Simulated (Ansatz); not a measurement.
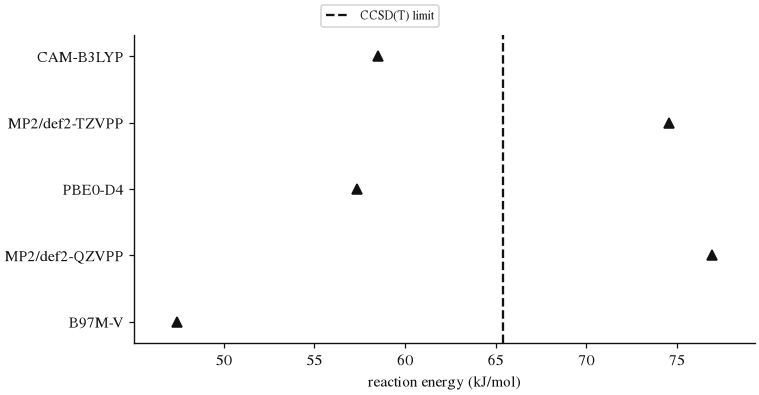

Electronic reaction energy of BSiH₃SeS ([SeH][SiH]1BS1) + BH₃ (B) → B₂SiH₄S (B[SiH]1BS1) + H₂Se ([SeH2]) (SMILES in brackets) at several levels (functionals in def2-TZVPP unless a basis is named), isolated molecules at PBE0-D4 triple-zeta geometries, minima by their frequencies, no zero-point or thermal terms, the Ansatz code. The line is frozen-core CCSD(T) at the basis limit (MP2 extrapolated from triple and quadruple zeta, plus CCSD(T) less MP2 in a smaller set). No dispersion term is added to CAM-B3LYP. The distance of MP2/def2-TZVPP and MP2/def2-QZVPP to the limit includes basis error. The limit lies 4.3 kJ/mol from CCSD(T)/def2-TZVPP, so the line itself is uncertain by a part of that.

### What do zero-point energy and temperature add?

Zero-point change −2.6 kJ/mol; at 298.15 K and 1 bar the CCSD(T) limit plus thermal terms gives an enthalpy of reaction of 62.4 and a free energy of 58.8 kJ/mol (harmonic PBE0-D4 modes, ideal gas).

### Which level comes closest to the line (CCSD(T) limit), and which misses most?

Closest CAM-B3LYP (58.5 kJ/mol), against 65.4 kJ/mol; farthest B97M-V (47.4 kJ/mol).

Note: no scalar relativity up to krypton; outer-core shells are correlated without core-valence functions, which makes the correlated values less sure.
